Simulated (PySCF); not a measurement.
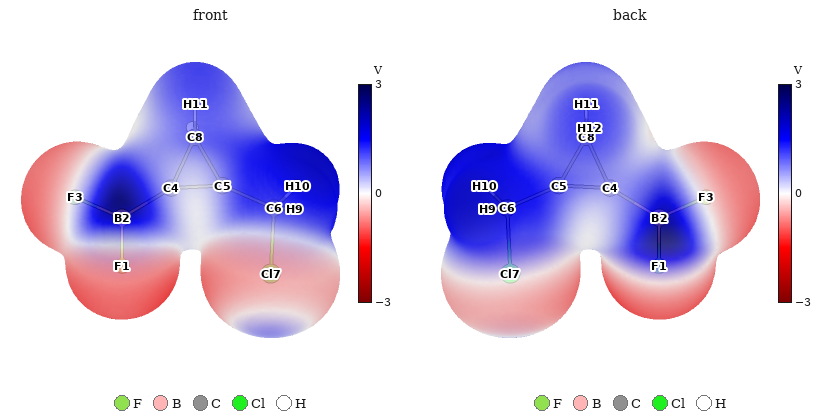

The picture shows: C$_{4}$H$_{4}$BClF$_{2}$ (SMILES FB(F)C1=C(CCl)C1). The electrostatic potential painted on the density surface at 0.004 e/bohr³, seen from the front and from behind; red is negative and blue positive.

Geometry: GFN2-xTB.

The calculation used PBE0/pcSseg-1, SCF density, gas phase, non-relativistic (PySCF 2.14.0).

```json
{"atom": "F", "x (Å)": "2.1105", "y (Å)": "1.9610", "z (Å)": "-0.4834"}
{"atom": "B", "x (Å)": "2.0844", "y (Å)": "0.6554", "z (Å)": "-0.2905"}
{"atom": "F", "x (Å)": "3.2712", "y (Å)": "0.0769", "z (Å)": "-0.3157"}
{"atom": "C", "x (Å)": "0.7983", "y (Å)": "-0.1154", "z (Å)": "-0.0595"}
{"atom": "C", "x (Å)": "-0.5125", "y (Å)": "-0.1516", "z (Å)": "0.0675"}
{"atom": "C", "x (Å)": "-1.8176", "y (Å)": "0.4863", "z (Å)": "0.0953"}
{"atom": "Cl", "x (Å)": "-1.6937", "y (Å)": "2.2563", "z (Å)": "-0.1743"}
{"atom": "C", "x (Å)": "0.1643", "y (Å)": "-1.4719", "z (Å)": "0.1970"}
{"atom": "H", "x (Å)": "-2.4615", "y (Å)": "0.0788", "z (Å)": "-0.6887"}
{"atom": "H", "x (Å)": "-2.2994", "y (Å)": "0.3347", "z (Å)": "1.0648"}
{"atom": "H", "x (Å)": "0.2618", "y (Å)": "-1.9252", "z (Å)": "1.1753"}
{"atom": "H", "x (Å)": "0.0954", "y (Å)": "-2.1859", "z (Å)": "-0.6138"}
```

Describe the electrostatic potential map.

The most negative region (about −1.1 V) lies over F1, the most positive (about +2.6 V) over B2. Cl7 shows a σ-hole: about +0.7 V at the tip opposite its bond, against about −0.5 V on its flanks.
